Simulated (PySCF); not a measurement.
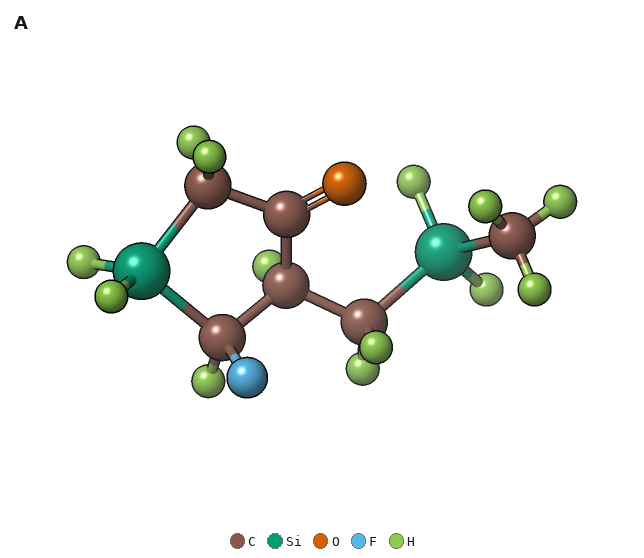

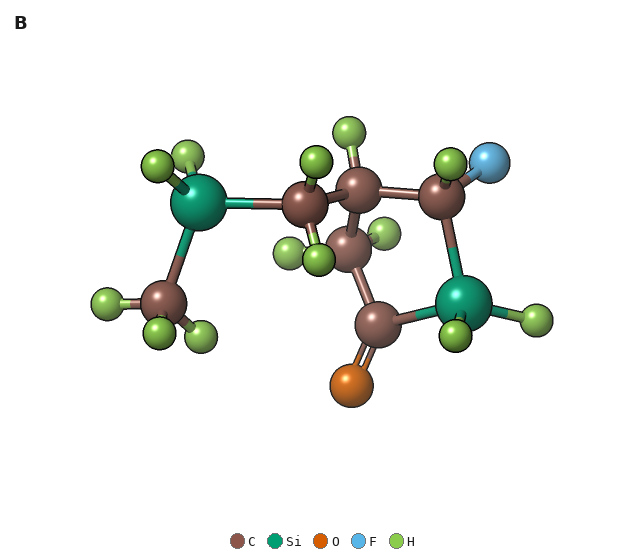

2 stationary structures of one formula. Geometries: GFN2-xTB. Electronic energies: PBE0/pcSseg-1 (PySCF 2.14.0), without zero-point energy. No frequency run is at hand to confirm each as a minimum. Each is one conformer, not always the lowest.

**Are they conformers, stereoisomers or constitutional isomers?**

They are constitutional isomers of C6H13FOSi2: A `C[SiH2]C[C@@H]1C(=O)C[SiH2][C@@H]1F`, B `C[SiH2]C[C@@H]1CC(=O)[SiH2][C@H]1F`.

**Rank them by energy, lowest first.**

A is lowest; B lies 11.7 kcal/mol above it.

The geometry is semi-empirical. Around Si such bond lengths and angles can be off by a tenth of an ångström or more and by several degrees, and values that hang on the shape move with them.
